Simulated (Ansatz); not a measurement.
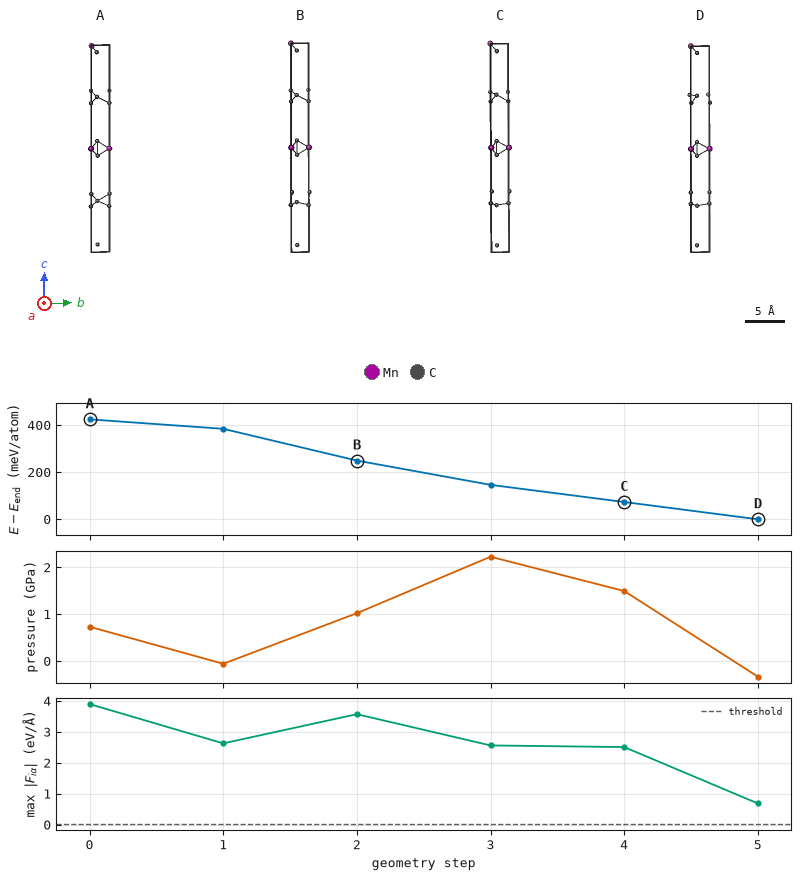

Frames of a relaxation of solid MnC$_{5}$ (a generated structure, set up in P1) (coarse preliminary run), marked on the history of the run. A ball-and-stick model of the cell of the calculation, seen along the a axis.

Theory: DFT PBE, scalar-relativistic, plane waves, PAW (Ansatz). Settings: plane-wave cutoff 420 eV; k-point mesh 12 × 12 × 1; occupations gaussian; smearing width 0.2 eV; no spin polarisation; cell and atoms relaxed; force threshold 0.025 eV/Å; at most 60 steps.

> What happens along the run?

The run was cut off at its time limit before the relaxation converged, so the last structure is only a point on the way. The energy falls by 425 meV per atom in 5 geometry steps. Largest force component: 3.9 eV/Å at the start, 0.69 eV/Å at the end. The pressure goes from 0.73 to −0.33 GPa. A C atom moves most relative to the cell: 0.60 Å along −c. Largest moves by element: C 0.60 Å, Mn 0.12 Å. The volume changes by +6.9 %, with a 2.683 → 2.862 Å (+6.7 %), b 2.760 → 2.841 Å (+2.9 %), c 27.030 → 26.903 Å (−0.5 %), α 90.1° → 90.3°, γ 119.8° → 122.0°. Some distances before and after: C–C 1.770 → 2.366 Å, C–C 1.833 → 2.420 Å, C–C 1.846 → 2.402 Å, C–C 1.816 → 1.487 Å. Among the angles between lasting bonds that change: C–C–C 68.1° → 110.4°, C–C–C 103.7° → 138.6°, C–C–C 65.8° → 100.0°. The space group stays P1 (No. 1). The run took 9.7 min on 1 thread of Intel(R) Xeon(R) Processor @ 2.70GHz (shared host), peak memory 0.72 GiB. From step 0 to 2: a C atom moves most (0.23 Å), volume +1.7 %, energy −175 meV per atom. From step 2 to 4: a C atom moves most (0.38 Å), volume +2.1 %, energy −176 meV per atom. From step 4 to 5: a C atom moves most (0.17 Å), volume +2.9 %, energy −73.3 meV per atom.

```tsv
step	E − E(0), meV/atom	largest force component, eV/Å	pressure, GPa	volume, Å³/atom
0	0.00	3.8991	0.73	14.466
1	-40.28	2.6293	-0.06	14.468
2	-175.20	3.5727	1.02	14.718
3	-278.43	2.5628	2.23	14.907
4	-351.35	2.5102	1.50	15.031
5	-424.69	0.6884	-0.33	15.463
```
